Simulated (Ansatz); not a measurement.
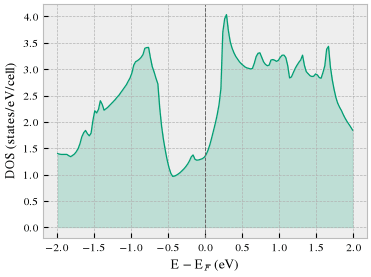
Figure: Density of states of Hf (P6_3/mmc) near the Fermi level, PBEsol, rigid bands (Ansatz, a first-principles code).

Task: With 2 atoms a cell, what bare Sommerfeld coefficient γ = (π²/3) k_B² N(E_F) follows?

Result: N(E_F) ≈ 1.39 states/eV a cell at 300 K, so γ ≈ 1.64 mJ/(mol of atoms·K²), before many-body enhancement (phonons, spin fluctuations, correlation).

Task: How far does the Fermi level move in a rigid band for 0.1 electron a cell added or removed?

Result: 67 meV and -75 meV.

A metal at this level (no band gap); rigid bands, thermally averaged at 300 K, both spins. Spin-orbit coupling is left out, which matters with elements this heavy. Geometry: cell and atoms relaxed with PBEsol.
